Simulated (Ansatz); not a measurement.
## Molecular dynamics, with input and output: GeH5O3F (part 3 of 3)

GeH5O3F; RHF/def2-SVP (Ansatz 0.2.0). It belongs to a series of runs on one base structure; here: dynamics from the highest image of the converged band.

Geometry of the input (Å):
```
Ge 0.1632  0.0739  -0.1605
F  -0.9144  0.6366  1.5157
O  1.6025  -0.1007  -1.1161
H  1.9287  -0.9847  -1.2017
O  -0.8482  1.1253  -1.0739
H  -1.5870  1.4702  -0.5931
O  -0.2370  -1.5601  0.2406
H  -0.9119  -1.6579  0.8971
H  1.1112  0.9564  1.0525
H  0.2976  0.9523  1.4785
```

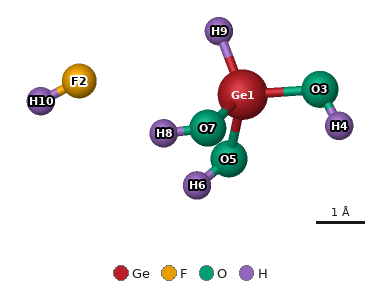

*The geometry at step 110 of the log (ball-and-stick view, seen at a tilt; atoms are numbered from 1 in the order of the input).*

**Trajectory as extended XYZ, continued**
```
10
Properties=species:S:1:pos:R:3:forces:R:3 step=20 time_fs=10.0 energy=-65356.03731 temperature=638.1
Ge    0.1683    0.0846   -0.1667    2.1283   0.6592  -0.5147
F    -0.9061    0.6586    1.5727   -2.6511  -0.0698   1.4652
O     1.5938   -0.1461   -1.0767    1.8129  -2.9999  -1.8054
H     1.8546   -1.0981   -1.2108   -0.7019   2.5379   0.2247
O    -0.8656    1.1248   -1.0996   -0.3850  -0.4379   0.4932
H    -1.6514    1.3455   -0.6210   -0.1188   0.2119  -0.2772
O    -0.2174   -1.5647    0.1865   -0.9303  -0.3946   0.8326
H    -0.7694   -1.7868    0.9345    0.3001   0.1830  -0.5889
H     1.0171    0.9282    0.9382    0.1275  -0.2631  -0.6253
H    -0.0307    0.9643    1.6019    0.4184   0.5735   0.7957
10
Properties=species:S:1:pos:R:3:forces:R:3 step=30 time_fs=15.0 energy=-65356.20830 temperature=804.7
Ge    0.1780    0.0919   -0.1725    0.7519  -0.5786  -1.7176
F    -0.9331    0.6689    1.6188    1.0041   1.7493   2.5649
O     1.6103   -0.1827   -1.0826    0.4596   1.3096  -1.2973
H     1.8005   -1.0606   -1.2447    0.4957  -2.0605  -0.6626
O    -0.8803    1.1161   -1.1019   -0.4351  -0.3943   0.0387
H    -1.7132    1.3460   -0.7198    0.0136  -0.0014  -0.0692
O    -0.2175   -1.5709    0.1662   -0.3062   0.0437  -0.1698
H    -0.7115   -1.8335    0.9163   -0.3717  -0.0279   0.3396
H     0.9697    0.8557    0.7427    1.1226   1.4776   1.9853
H    -0.1432    1.1384    1.9471   -2.7346  -1.5174  -1.0120
10
Properties=species:S:1:pos:R:3:forces:R:3 step=40 time_fs=20.0 energy=-65356.62074 temperature=1202.9
Ge    0.1921    0.0988   -0.1823    3.0343   1.0492   0.4944
F    -0.9702    0.6892    1.6899   -3.4087  -2.0391  -1.0254
O     1.6380   -0.2226   -1.1118    0.0322  -0.5496  -1.0206
H     1.7791   -1.1312   -1.3501   -0.1371   0.3074  -0.0706
O    -0.9012    1.1013   -1.1030   -0.0321  -0.4398  -0.0785
H    -1.7722    1.3474   -0.8362    0.0840  -0.1773   0.1880
O    -0.2250   -1.5776    0.1479   -0.3860   0.4629   0.0850
H    -0.6971   -1.8630    0.9106   -0.1781   0.1323   0.0907
H     1.0753    1.0024    0.8499   -1.0761  -0.7905  -0.6785
H    -0.4894    1.1860    2.2078    2.0675   2.0445   2.0154
10
Properties=species:S:1:pos:R:3:forces:R:3 step=50 time_fs=25.0 energy=-65356.86096 temperature=1433.8
Ge    0.2153    0.1083   -0.1913    2.6075   0.2669  -0.0284
F    -1.0279    0.7077    1.7731   -0.6985   1.1060   2.3531
O     1.6667   -0.2669   -1.1549   -0.5964  -1.8044  -1.0055
H     1.7251   -1.1889   -1.5019   -0.2967   2.0926   0.7448
O    -0.9225    1.0800   -1.1054    0.3835  -0.4400  -0.1763
H    -1.8148    1.3084   -0.9088    0.0377  -0.2594   0.3275
O    -0.2388   -1.5780    0.1318   -0.5763   0.6208   0.6274
H    -0.7149   -1.8544    0.9103    0.1980   0.3798  -0.4889
H     0.9891    1.0176    0.8597   -0.6330  -0.7798  -0.7519
H    -0.7709    1.2716    2.4797   -0.4258  -1.1825  -1.6018
10
Properties=species:S:1:pos:R:3:forces:R:3 step=60 time_fs=30.0 energy=-65356.90065 temperature=1475.6
Ge    0.2464    0.1177   -0.2017    0.3568  -2.7324  -3.2790
F    -1.0967    0.7294    1.8717   -0.8916   1.4322   2.7290
O     1.6842   -0.3153   -1.2048   -1.0881   3.4987   1.7873
H     1.6389   -1.1189   -1.6086   -0.2383  -2.8339  -1.4423
O    -0.9385    1.0522   -1.1104    0.4836  -0.3336  -0.2060
H    -1.8455    1.2083   -0.9075    0.0917  -0.2776   0.2729
O    -0.2578   -1.5669    0.1193    0.2197   1.1544  -0.3969
H    -0.7419   -1.7912    0.8850   -0.4280  -0.0230   0.5339
H     0.8060    0.9237    0.7858    1.4163   1.5822   2.1195
H    -1.1091    1.2801    2.6439    0.0780  -1.4669  -2.1185
10
Properties=species:S:1:pos:R:3:forces:R:3 step=70 time_fs=35.0 energy=-65357.12400 temperature=1692.2
Ge    0.2803    0.1206   -0.2199    1.6220  -0.2597   0.0316
F    -1.1788    0.7548    1.9853    0.4393  -2.3852  -3.0529
O     1.6845   -0.3463   -1.2464   -1.4779  -0.8016  -0.5554
H     1.5224   -1.1637   -1.7727    0.2682   1.7415   1.1783
O    -0.9473    1.0193   -1.1180    0.4376  -0.2530   0.0665
H    -1.8523    1.0445   -0.8430    0.2248  -0.1634   0.1115
O    -0.2779   -1.5409    0.1079   -0.2848   0.8578   0.5669
H    -0.8035   -1.7037    0.8816    0.1206   0.0862  -0.2723
H     0.8384    1.0310    0.9929   -0.2601  -1.1523  -1.5471
H    -1.3968    1.2104    2.6722   -1.0895   2.3297   3.4730
10
Properties=species:S:1:pos:R:3:forces:R:3 step=80 time_fs=40.0 energy=-65357.48466 temperature=2035.0
Ge    0.3189    0.1217   -0.2392    0.7043  -0.6960  -0.5261
F    -1.2674    0.7755    2.0986   -1.3931   1.0006   1.8767
O     1.6670   -0.3716   -1.2842   -0.9040   0.3255  -0.0732
H     1.4052   -1.0871   -1.8623    0.2639   0.4108   0.3330
O    -0.9496    0.9825   -1.1246    0.3229  -0.2273   0.3552
H    -1.8112    0.8442   -0.7537    0.1107   0.0692  -0.1699
O    -0.3005   -1.5018    0.1021   -0.3891   0.4985   0.7027
H    -0.8678   -1.6020    0.8574    0.1684  -0.0160  -0.2720
H     0.8527    0.9449    0.9388    0.0199  -0.3086  -0.4992
H    -1.7117    1.2147    2.8027    1.0961  -1.0567  -1.7272
10
Properties=species:S:1:pos:R:3:forces:R:3 step=90 time_fs=45.0 energy=-65357.39010 temperature=1945.5
Ge    0.3593    0.1198   -0.2612   -0.8117  -1.4839  -1.7897
F    -1.3617    0.7991    2.2199   -1.7044   0.7977   1.5084
O     1.6375   -0.3867   -1.3202    0.7287   1.7978   1.0216
H     1.3336   -1.0008   -1.9257   -0.4695  -1.4978  -1.5329
O    -0.9469    0.9424   -1.1260    0.3221  -0.1199   0.5291
H    -1.7472    0.6592   -0.7039   -0.1878   0.2440  -0.3674
O    -0.3267   -1.4548    0.1038    0.1354   0.0524   0.0037
H    -0.9262   -1.5120    0.8167   -0.4470  -0.1300   0.5598
H     0.9084    0.8339    0.8404    0.8218   1.2020   1.5892
H    -1.9941    1.1513    2.8229    1.6123  -0.8623  -1.5218
10
Properties=species:S:1:pos:R:3:forces:R:3 step=100 time_fs=50.0 energy=-65357.18049 temperature=1748.3
Ge    0.3980    0.1143   -0.2872   -0.1217   0.9423   2.1469
F    -1.4636    0.8235    2.3446    3.5125  -1.3248  -2.2920
O     1.6117   -0.3924   -1.3578    0.2467  -1.6122  -3.0878
H     1.2708   -0.9872   -2.0838    1.0126   1.5704   1.9112
O    -0.9394    0.9008   -1.1199    0.2526   0.2701   0.3769
H    -1.7221    0.5288   -0.7378   -0.2033   0.2343  -0.3439
O    -0.3562   -1.4077    0.1120   -0.6739  -0.4928   1.0642
H    -1.0060   -1.4414    0.8090    0.4590   0.0101  -0.3421
H     1.0864    0.9147    0.9744   -0.9194  -0.8558  -1.6787
H    -2.1581    1.0589    2.7763   -3.5651   1.2586   2.2454
10
Properties=species:S:1:pos:R:3:forces:R:3 step=110 time_fs=55.0 energy=-65357.41451 temperature=1967.6
Ge    0.4356    0.1109   -0.3074   -1.7612  -0.3601   0.7126
F    -1.5607    0.8446    2.4651   -2.2030   0.3109   0.7583
O     1.5978   -0.4042   -1.4189    1.9046   0.7699   0.2024
H     1.2950   -0.8853   -2.1390   -0.5446  -0.9972  -1.4849
O    -0.9283    0.8636   -1.1086    0.0602   0.8621  -0.1278
H    -1.7394    0.4511   -0.8499    0.0793   0.0661  -0.1599
O    -0.3905   -1.3673    0.1309    0.0998  -0.7114   0.5442
H    -1.0530   -1.3716    0.8003    0.0438   0.0810   0.1820
H     1.0981    0.8527    0.8053    0.1153   0.3554   0.2028
H    -2.4248    1.0117    2.7987    2.2059  -0.3767  -0.8296
10
Properties=species:S:1:pos:R:3:forces:R:3 step=120 time_fs=60.0 energy=-65357.39261 temperature=1945.8
Ge    0.4674    0.1060   -0.3257   -2.1834  -1.3447  -0.4956
F    -1.6634    0.8662    2.5881   -2.2454   0.0628   0.3235
O     1.6052   -0.4149   -1.4933    0.8302  -0.0233  -0.4870
H     1.2958   -0.8488   -2.2720   -0.0976  -0.0389  -0.0033
O    -0.9160    0.8392   -1.0989    0.0198   1.3409  -0.4536
H    -1.7408    0.3890   -1.0007    0.2442  -0.1122   0.0223
O    -0.4238   -1.3371    0.1587    0.8556  -0.5948   0.2210
H    -1.0796   -1.2852    0.8247   -0.1908   0.1499   0.4576
H     1.1508    0.8879    0.6972    0.5020   0.6854   0.8110
H    -2.5847    0.9393    2.7568    2.2653  -0.1249  -0.3957
10
Properties=species:S:1:pos:R:3:forces:R:3 step=130 time_fs=65.0 energy=-65357.10026 temperature=1670.2
Ge    0.4924    0.0972   -0.3453   -0.3209   0.0254   0.6316
F    -1.7725    0.8861    2.7098    4.5061  -0.1234  -0.1675
O     1.6252   -0.4263   -1.5742   -0.7699  -0.7030  -1.4579
H     1.2700   -0.8134   -2.4130    0.6721   0.9258   2.0904
O    -0.9034    0.8345   -1.0956    0.0623   1.3335  -0.4401
H    -1.6852    0.3042   -1.1487    0.3079  -0.0930   0.0877
O    -0.4484   -1.3155    0.1938    0.4497  -0.0739   1.0177
H    -1.0875   -1.1679    0.8924    0.6568  -0.0402  -0.4624
H     1.2888    1.0447    0.7415   -1.0755  -1.3141  -1.3951
H    -2.6219    0.8848    2.7235   -4.4886   0.0628   0.0957
10
Properties=species:S:1:pos:R:3:forces:R:3 step=140 time_fs=70.0 energy=-65357.22547 temperature=1787.2
Ge    0.5157    0.0877   -0.3637   -1.5577  -1.9324  -2.2807
F    -1.8737    0.9044    2.8301   -2.2410  -0.2794  -0.4388
O     1.6423   -0.4377   -1.6548    0.5389   1.3328   3.9471
H     1.2631   -0.7308   -2.4175   -1.3646  -1.0700  -2.6699
O    -0.8898    0.8489   -1.0988    0.1793   0.6544  -0.3239
H    -1.5606    0.2025   -1.2782    0.1412   0.1928   0.0405
O    -0.4608   -1.2960    0.2381    1.4780   0.1653  -0.0301
H    -1.0274   -1.0429    0.9452   -0.1744   0.0148   0.3541
H     1.2325    0.9617    0.5378    0.7276   0.7083   1.0555
H    -2.8017    0.8450    2.6970    2.2727   0.2133   0.3464
10
Properties=species:S:1:pos:R:3:forces:R:3 step=150 time_fs=75.0 energy=-65357.22050 temperature=1780.6
Ge    0.5343    0.0726   -0.3887   -0.6081  -0.6702  -1.4168
F    -1.9805    0.9210    2.9495   -2.1524  -0.3805  -0.8180
O     1.6523   -0.4418   -1.7098   -1.9521  -0.2658  -0.0889
H     1.1871   -0.7015   -2.5318    0.9047   0.4418   1.5110
O    -0.8731    0.8733   -1.1070    0.5650  -0.0344  -0.2506
H    -1.4095    0.1459   -1.3980   -0.3330   0.4209  -0.0331
O    -0.4544   -1.2728    0.2861    1.3430   0.5069   0.0707
H    -0.9583   -0.9384    1.0172   -0.0241  -0.2134   0.0371
H     1.3015    0.9919    0.5189    0.0735  -0.1215   0.2707
H    -2.8712    0.8212    2.6678    2.1835   0.3162   0.7180
10
Properties=species:S:1:pos:R:3:forces:R:3 step=160 time_fs=80.0 energy=-65357.03389 temperature=1604.4
Ge    0.5505    0.0549   -0.4186    0.4139   1.0340   0.4337
F    -2.0916    0.9351    3.0644    4.1163   0.4364   1.8508
O     1.6431   -0.4450   -1.7492   -1.4802  -0.1320   0.4963
H     1.1700   -0.6478   -2.5622    0.5492   0.1425   0.7111
O    -0.8480    0.8977   -1.1191    0.7780  -0.2436  -0.2769
H    -1.3302    0.1863   -1.5241   -0.4582   0.4538  -0.0067
O    -0.4283   -1.2425    0.3354    1.0041   0.5206   0.3101
H    -0.8883   -0.8817    1.0945    0.2369  -0.3834  -0.4107
H     1.4090    1.0238    0.5902   -1.0678  -1.3378  -1.1669
H    -2.8498    0.8305    2.6976   -4.0921  -0.4905  -1.9408
10
Properties=species:S:1:pos:R:3:forces:R:3 step=170 time_fs=85.0 energy=-65357.20947 temperature=1771.3
Ge    0.5671    0.0397   -0.4481   -2.2735  -0.9284  -1.4288
F    -2.1949    0.9487    3.1814   -1.7529  -0.3661  -1.3004
O     1.6173   -0.4477   -1.7727    0.6244   0.1669   2.8025
H     1.1994   -0.6033   -2.5643   -1.0643  -0.5111  -2.2818
O    -0.8118    0.9190   -1.1355    0.5637   0.0311  -0.3481
H    -1.3509    0.3302   -1.6492   -0.1023   0.2738   0.1613
O    -0.3844   -1.2071    0.3845    1.2135  -0.5199  -0.8455
H    -0.8087   -0.8787    1.1514   -0.2816   0.1966   0.5769
H     1.3306    0.8133    0.4622    1.2909   1.3391   1.4495
H    -2.9699    0.8364    2.6675    1.7821   0.3181   1.2142
10
Properties=species:S:1:pos:R:3:forces:R:3 step=180 time_fs=90.0 energy=-65357.25117 temperature=1812.0
Ge    0.5776    0.0230   -0.4804   -1.1711   1.1188   1.3246
F    -2.3023    0.9601    3.2952   -1.7642  -0.3232  -1.6805
O     1.5879   -0.4536   -1.7813   -0.5292  -1.0911  -2.8041
H     1.1938   -0.5916   -2.6847    0.9721   0.3358   2.4423
O    -0.7673    0.9413   -1.1568    0.3107   0.5631  -0.1711
H    -1.3963    0.5361   -1.7369    0.1970  -0.0962   0.2079
O    -0.3262   -1.1766    0.4281    0.2408  -0.6649   0.0962
H    -0.7345   -0.8748    1.2351    0.3099  -0.0530  -0.3955
H     1.4436    0.7998    0.5429   -0.3555  -0.0723  -0.6261
H    -3.0062    0.8703    2.6773    1.7896   0.2832   1.6062
10
Properties=species:S:1:pos:R:3:forces:R:3 step=190 time_fs=95.0 energy=-65357.07916 temperature=1647.5
Ge    0.5838    0.0093   -0.5094   -0.4566   2.1749   2.4832
F    -2.4128    0.9701    3.4034    3.1040   0.1821   3.3136
O     1.5611   -0.4714   -1.8036    1.4344  -0.9056   0.2220
H     1.2374   -0.5672   -2.6639   -0.5618  -0.1619  -1.1526
O    -0.7177    0.9714   -1.1805    0.1880   0.7493   0.0796
H    -1.4023    0.7221   -1.7794    0.1848  -0.3344   0.0891
O    -0.2620   -1.1572    0.4687    0.0427  -0.9454  -0.1478
H    -0.6217   -0.8613    1.2942    0.1887   0.0622  -0.1552
H     1.5267    0.8208    0.5441   -1.0412  -0.6100  -1.3601
H    -2.9800    0.9225    2.7746   -3.0830  -0.2112  -3.3716
10
Properties=species:S:1:pos:R:3:forces:R:3 step=200 time_fs=100.0 energy=-65357.15824 temperature=1720.6
Ge    0.5876    0.0019   -0.5313   -2.1643   0.1917  -0.3704
F    -2.5170    0.9797    3.5167   -1.1253  -0.0626  -1.6831
O     1.5505   -0.5040   -1.8355    1.0725  -1.0984  -0.2670
H     1.2233   -0.5632   -2.7050   -0.3824  -0.1149  -0.7046
O    -0.6655    1.0126   -1.2032   -0.0802   0.6601   0.1392
H    -1.3676    0.8311   -1.8013    0.0479  -0.3853  -0.0158
O    -0.1964   -1.1522    0.5058    0.0031  -1.1014  -0.7445
H    -0.4772   -0.8277    1.3386   -0.0903   0.1989   0.4774
H     1.4354    0.7595    0.3027    1.5713   1.6714   1.5367
H    -3.0643    0.9753    2.7615    1.1477   0.0404   1.6321
```
